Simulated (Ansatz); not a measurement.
**C3H9BO3 (SMILES COB(OC)OC): PBE0/6-31G(d) (spherical functions)**

Aim: the vertical ionisation energy of C3H9BO3 at PBE0/6-31G* (spherical functions), from 2 runs. 

The calculation is run with Ansatz 0.2.0.

54 further runs of the same task are left out: 54 set aside as unsound or not needed. Runs told in other sessions of the task aren't counted.

## Step 1: The system as given

C3H9BO3 has 16 atoms, charge 0, and is taken as a singlet. As SMILES, `COB(OC)OC`. The coordinates come from a PBE0-D4/def2-TZVP relaxation.

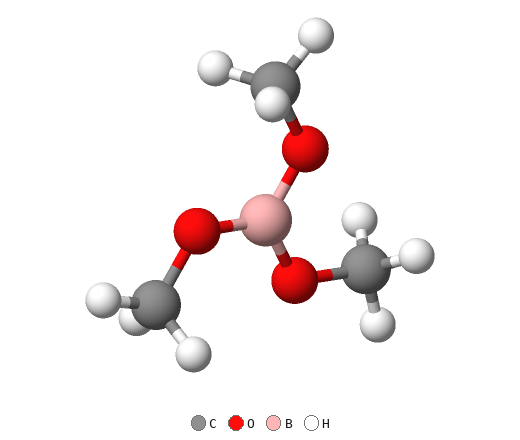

The structure, seen from a chosen angle (carbon grey, oxygen red, boron pink, hydrogen white).

## Step 2: The energy at PBE0/6-31G(d) (spherical functions)

in.yaml

```yaml
crystal:
  periodic: [false, false, false]
  atoms:
    - {symbol: C, position_ang: [1.447870, -1.887560, -0.352660]}
    - {symbol: O, position_ang: [0.682100, -1.066760, 0.503320]}
    - {symbol: B, position_ang: [-0.000010, -0.000060, 0.000010]}
    - {symbol: O, position_ang: [0.055870, 0.276970, -1.332890]}
    - {symbol: C, position_ang: [-0.649010, 1.381340, -1.858490]}
    - {symbol: O, position_ang: [-0.737990, 0.789670, 0.829590]}
    - {symbol: C, position_ang: [-0.798850, 0.506220, 2.211120]}
    - {symbol: H, position_ang: [0.822960, -2.352490, -1.119780]}
    - {symbol: H, position_ang: [2.235300, -1.315710, -0.850730]}
    - {symbol: H, position_ang: [1.903440, -2.666920, 0.258790]}
    - {symbol: H, position_ang: [-1.723480, 1.287510, -1.680110]}
    - {symbol: H, position_ang: [-0.465400, 1.408420, -2.932900]}
    - {symbol: H, position_ang: [-0.306990, 2.318880, -1.412170]}
    - {symbol: H, position_ang: [-1.437640, 1.258810, 2.674120]}
    - {symbol: H, position_ang: [0.193290, 0.546900, 2.668450]}
    - {symbol: H, position_ang: [-1.221450, -0.485240, 2.394340]}
basis:
  gaussian: {orbitals: 6-31G_st_-spherical.json}
hamiltonian: {xc: pbe0}
accuracy: high
output: {orbitals: {seedname: orbitals}}
```

The basis set 6-31G* is read from a file made from the Basis Set Exchange's data (not shown).

On the command line:

```
$ ansatz run in.yaml --threads 1 --pin off --max-ram 3480MiB --events-out events.jsonl --progress --plain --runs-dir runs
```

The program printed:

```text
Warning: RAYON_NUM_THREADS=1 ignored (pool sized by the plan → 1); use --threads N
Functional definition: PBE0
  name "PBE0"
  parameter a = 0.25
  parameter kappa = 0.804
  parameter beta = 0.06672455060314922
  exchange = (1 - a)*pbe_x(kappa = kappa, mu = beta*pi^2/3) + a*exact_x
  correlation = pbe_c(beta = beta)
2911 factors; integrals over basis functions are off by at most 7.8e-9 eV
mean field evaluation 1: about -10059.4541 eV, gradient 6.0e1 eV
mean field evaluation 2: about -10057.2520 eV, gradient 7.0e1 eV
mean field evaluation 4: about -10066.3819 eV, gradient 1.8e0 eV
mean field evaluation 8: about -10066.8664 eV, gradient 1.9e-1 eV
mean field evaluation 16: about -10066.8665 eV, gradient 6.7e-5 eV
mean field -10066.86652392 eV, -369.9505211867 hartree, gradient 8.4e-8 eV, S^2 0.000000; 0 other end points of the search recorded, 0 dependent functions left out
reference -10066.86652615 eV, -369.9505212687 hartree; 28, 28 occupied and 88, 88 virtual orbitals, 2911 factors
Total energy: -10066.86652615 eV, -369.9505212687 hartree
```

Run time: 19 s. Hardware: 1 thread of Arm Neoverse V1, shared host; peak memory 0.51 GiB.

## Step 3: The doublet cation, same level

run.yaml

```yaml
crystal:
  periodic: [false, false, false]
  atoms:
    - {symbol: C, position_ang: [1.447870, -1.887560, -0.352660]}
    - {symbol: O, position_ang: [0.682100, -1.066760, 0.503320]}
    - {symbol: B, position_ang: [-0.000010, -0.000060, 0.000010]}
    - {symbol: O, position_ang: [0.055870, 0.276970, -1.332890]}
    - {symbol: C, position_ang: [-0.649010, 1.381340, -1.858490]}
    - {symbol: O, position_ang: [-0.737990, 0.789670, 0.829590]}
    - {symbol: C, position_ang: [-0.798850, 0.506220, 2.211120]}
    - {symbol: H, position_ang: [0.822960, -2.352490, -1.119780]}
    - {symbol: H, position_ang: [2.235300, -1.315710, -0.850730]}
    - {symbol: H, position_ang: [1.903440, -2.666920, 0.258790]}
    - {symbol: H, position_ang: [-1.723480, 1.287510, -1.680110]}
    - {symbol: H, position_ang: [-0.465400, 1.408420, -2.932900]}
    - {symbol: H, position_ang: [-0.306990, 2.318880, -1.412170]}
    - {symbol: H, position_ang: [-1.437640, 1.258810, 2.674120]}
    - {symbol: H, position_ang: [0.193290, 0.546900, 2.668450]}
    - {symbol: H, position_ang: [-1.221450, -0.485240, 2.394340]}
basis:
  gaussian: {orbitals: 6-31G_st_-spherical.json}
total_charge: 1
magnetization: {spin_polarized: true, initial_magnetization: 1}
hamiltonian: {xc: pbe0}
accuracy: high
output: {orbitals: {seedname: orbitals}}
```

The basis set 6-31G* is read from a file made from the Basis Set Exchange's data (not shown).

On the command line:

```
$ ansatz run run.yaml --threads 1 --pin off --max-ram 3480MiB --events-out events.jsonl --progress --plain --runs-dir runs
```

The program printed, shortened:

```text
Warning: RAYON_NUM_THREADS=1 ignored (pool sized by the plan → 1); use --threads N
Functional definition: PBE0
  name "PBE0"
[...]
2909 factors; integrals over basis functions are off by at most 7.8e-9 eV
[...]
mean field -10056.93954700 eV, -369.5857115139 hartree, gradient 4.7e-8 eV, S^2 0.758803; 14 other end points of the search recorded, 0 dependent functions left out
reference -10056.93954929 eV, -369.5857115980 hartree; 28, 27 occupied and 88, 89 virtual orbitals, 2909 factors
Total energy: -10056.93954929 eV, -369.5857115980 hartree
```

Wall time 2 min (1 thread of Arm Neoverse V1, shared host); peak memory 0.72 GiB.

## Step 4: Results

Level: PBE0/6-31G* (spherical functions).

| quantity | value |
| --- | --- |
| singlet C3H9BO3: total energy | -369.95052 Eh |
| singlet C3H9BO3: HOMO energy | -7.82 eV |
| singlet C3H9BO3: LUMO energy | 2.64 eV |
| singlet C3H9BO3: HOMO–LUMO gap | 10.46 eV |
| doublet cation: total energy | -369.58571 Eh |
| doublet cation: HOMO energy (highest over α and β) | -13.02 eV |
| doublet cation: LUMO energy (lowest over α and β) | -12.00 eV |
| doublet cation: ⟨S²⟩ | 0.759 |
| vertical ionisation energy (to the doublet cation) | 9.927 eV |

What this shows: Removing an electron at fixed nuclei costs 9.93 eV (229 kcal/mol). −ε(HOMO) before ionisation, 7.82 eV, is 2.10 eV below this ionisation energy.
